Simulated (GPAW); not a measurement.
Band structure of TlCl (Fm-3m, 2 atoms in the cell).

```
TlCl
1.0
    0.00000     3.21955     3.21955
    3.21955     0.00000     3.21955
    3.21955     3.21955     0.00000
Tl Cl
1 1
Cartesian
  0.00000   0.00000   0.00000
  3.21955   3.21955   3.21955
```

Method of the run: LDA (Perdew-Wang 92), GPAW PAW datasets LDA (gpaw-data 1.0.1) (plane waves; GPAW 25.7.0).

Settings: mode = pw; ecut = 550 eV; xc = LDA; kpts = 5 5 5; mesh shift (steps) = 0 0 0; occupations.name = fermi-dirac; occupations.width = 0.01 eV; nbands = -4; convergence.forces = 0.001 eV/Å; convergence.bands = -2; symmetry.symmorphic = false; symmetry.tolerance = 0.0005; maxiter = 120; bandpath_npoints = 40.

The starting cell comes from a database of computed structures (which also holds hypothetical and non-ambient phases and stackings), without a prior relaxation at this level. Spin-orbit coupling is off.

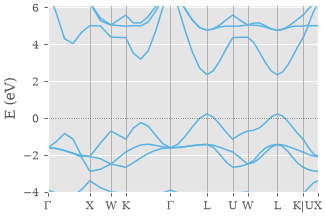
Figure. Bands along the path, energies from the top of the valence band on the SCF mesh.

Task: Read off roughly the gap and where its edges lie.

Result: The gap along the path is about 2.1 eV (computed: 2.13 eV), direct at L to within 0.01 eV.

Levels in eV from the top of the valence band on the SCF mesh, bands 7 to 14:
```tsv
point	7	8	9	10	11	12	13	14
Γ	-3.90	-1.60	-1.60	-1.60	6.92	6.92	6.92	8.91
X	-3.39	-2.89	-2.08	-2.08	5.01	6.25	6.25	6.43
W	-4.00	-2.49	-2.49	-0.70	4.39	5.05	5.05	9.77
K	-4.08	-2.66	-1.84	-1.14	4.36	4.98	5.59	8.17
L	-4.87	-1.43	-1.43	0.23	2.36	4.77	4.77	9.31
U	-4.08	-2.66	-1.84	-1.14	4.36	4.98	5.59	8.17
```
